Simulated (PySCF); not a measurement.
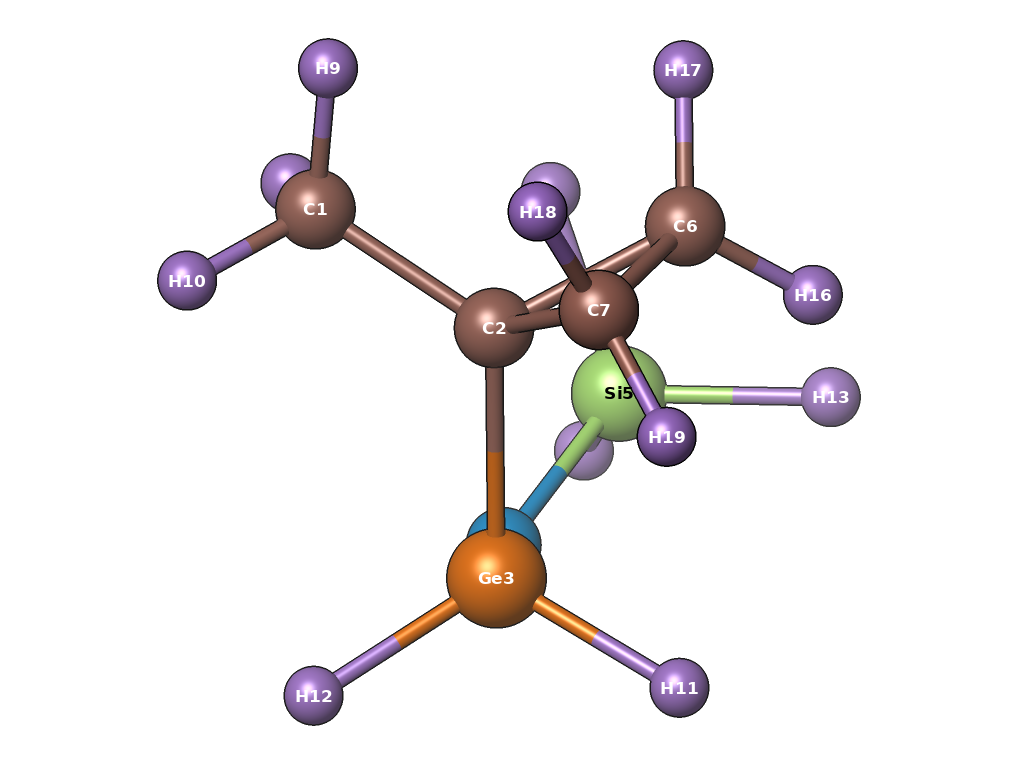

O4 lies behind Ge3. The molecule seen nearly along the Ge3–O4 bond, Ge3 in front. Depth is shown by fading: the farther an atom, the more it takes the colour of the background. The geometry was computed by an optimisation with PBE0-D3(BJ)/def2-SVP. No frequency run is at hand to confirm it as a minimum.

What is the torsion angle C2–Ge3–O4–Si5? The sign is positive where the front bond must turn clockwise to cover the back bond.

40°, synclinal (gauche).
